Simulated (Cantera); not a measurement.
A closed system holds: 1 mol SiH2Cl2, 0.29 mol HCl, 17 mol H2, held at 233 Torr.

Equilibrium computed with Cantera from the NASA thermochemical tables; the gas is ideal and each condensed phase is pure. Candidate condensed phases: Si; 19 gas species. The tables' values for SiCl3 are old estimates; treat these amounts as uncertain. Equilibrium is a limit: real reactors are often held back by kinetics, nucleation or transport.

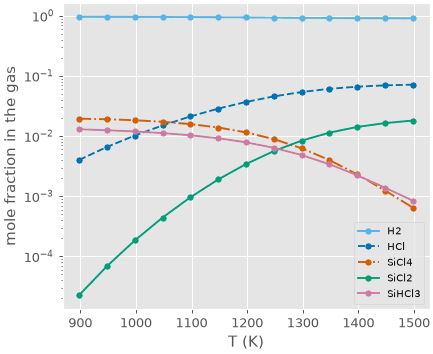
Equilibrium gas composition (values under 1e-9 drawn at 1e-9)

**Question.** Read off the mole fractions at 1148 K.

**Answer.** H2 about 0.94, HCl about 0.029, SiCl4 about 0.014, SiHCl3 about 0.0092, SiCl2 about 0.0019.
